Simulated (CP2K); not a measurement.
Consider methoxyketene at its PBE geometry (Å).

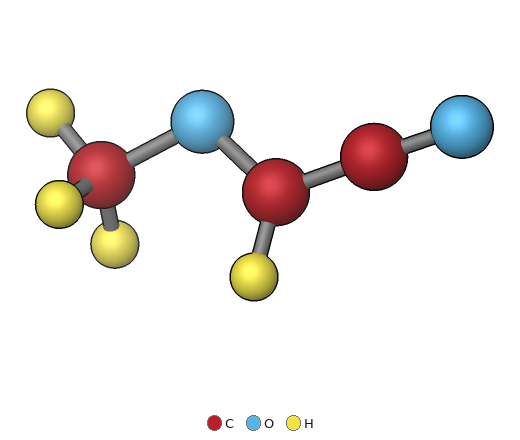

The molecule (carbon red, oxygen blue, hydrogen yellow).

```xyz
9

C    -1.3837    0.4085   -0.1635
O     0.0125    0.7325   -0.1537
C     0.8087   -0.3776    0.1282
C     2.1278   -0.2645    0.1694
O     3.3059   -0.1817    0.2104
H    -1.9074    1.3403   -0.4017
H    -1.7146    0.0417    0.8225
H    -1.6105   -0.3477   -0.9335
H     0.3614   -1.3515    0.3218
```

Method: CP2K XAS_TDP, all-electron GAPW, PBEh(45%), aug-cc-pVDZ, TDA, GW2X-corrected core level, no relativity.

Predict the bright core excitations at the C K edge.

Leading lines: C1 290.72 eV, C3 290.40 eV and C4 288.40 eV. The leading line of an atom is its first one with 35 % of the strongest within 2.5 eV of its lowest line over the strength cut. Core ionisation energies at this level: C3 293.56, C4 296.28 and C1 294.22 eV.

The first six lines of each atom with a strength over 0.0015:

```
                     atom  energy (eV)  states  strength, one atom  above the computed threshold
 C1 (bonded to O and 3 H)       290.72       1              0.0231                              
                                292.62       2              0.0485                              
                                292.97       1              0.0099                              
                                293.50       1              0.0062                              
                                293.97       1              0.0068                              
                                294.90       1              0.0134                           yes
C3 (bonded to C, O and H)       288.46       1              0.0062                              
                                290.40       1              0.0445                              
                                291.43       1              0.0054                              
                                292.35       1              0.0113                              
                                292.49       1              0.0016                              
                                292.77       1              0.0040                              
   C4 (bonded to C and O)       288.40       1              0.0691                              
                                292.21       1              0.0659                              
                                295.48       1              0.0016                              
                                296.24       1              0.0028                              
                                296.62       1              0.0016                           yes
                                299.28       1              0.0019                           yes
```

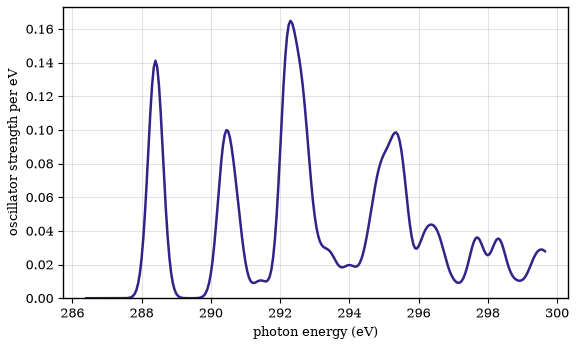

All atoms added, broadened by 0.5 eV.

Lines are vertical, at one geometry, with no vibrational structure. GW2X ionisation energies and lines can be off by 1 to 2 eV either way, and a good line position may hide errors that cancel. These values hold no scalar relativity, about 0.1 eV for C 1s. Rydberg lines, and the discretised continuum above threshold, depend on the basis and the box.

[Banner, clock and machine lines of the logs are left out without a mark of their own.]

[Logs are printed without paths, hosts, clocks, repeated set-up lines and the standing remarks that a program may print on its own settings, such as how far it seeks lower states.]

[Hosts, paths, dates, database ids (printed as entryN), source tags and the programs' standing remarks are cut or masked in the printed files.]
